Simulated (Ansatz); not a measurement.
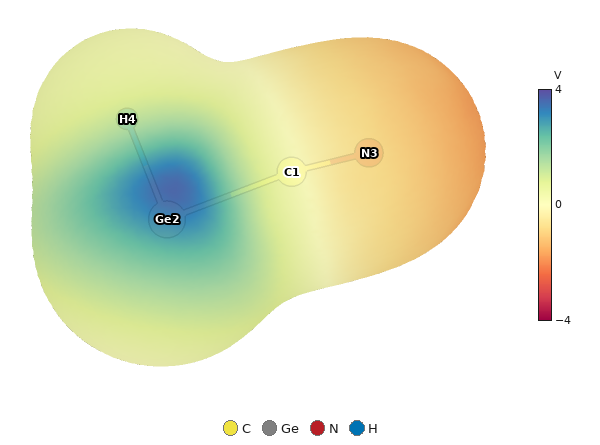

Figure. CHGeN (SMILES N#[C][GeH]). The electrostatic potential painted on the density surface at 0.002 e/bohr³, seen across its widest extent; the colour scale runs from red (negative) to blue (positive).

Geometry: r2SCAN-D4/def2-SVP.

Level of theory: Ansatz 0.2.0, isolated molecule in a Gaussian basis; Kohn-Sham density functional theory, functional PBE0.

Q: Which sites attract a positive test charge, and which a negative one?

A: A positive charge is drawn to the negative regions and a negative charge to the positive ones. The most negative region (about −1.7 V) lies over N3, the most positive (about +3.5 V) over Ge2. N3 is the likeliest acceptor of a hydrogen bond.

Q: How polar is the molecule by this calculation?

A: Its dipole moment is 3.70 D.
